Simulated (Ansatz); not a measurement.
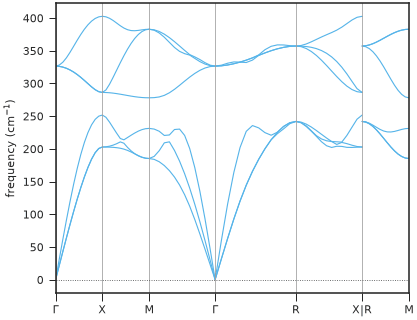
Figure. Phonon dispersion of AlCo (CsCl type, Pm-3m), PBE in the plane-wave PAW code Ansatz; imaginary frequencies are drawn negative

Problem. Is this phase dynamically stable?

Solution. Yes, on this path no branch is imaginary.

Problem. How high does the spectrum reach?

Solution. About 400 cm⁻¹ (12.1 THz).

Symmetry was held in the PBE relaxation. No spin polarisation was allowed. As this level gives no gap, phonon frequencies hold no LO–TO term and depend on the k-mesh and smearing (Fermi–Dirac, 0.1 eV here).

Potentials: the later of the program's two PAW sets.
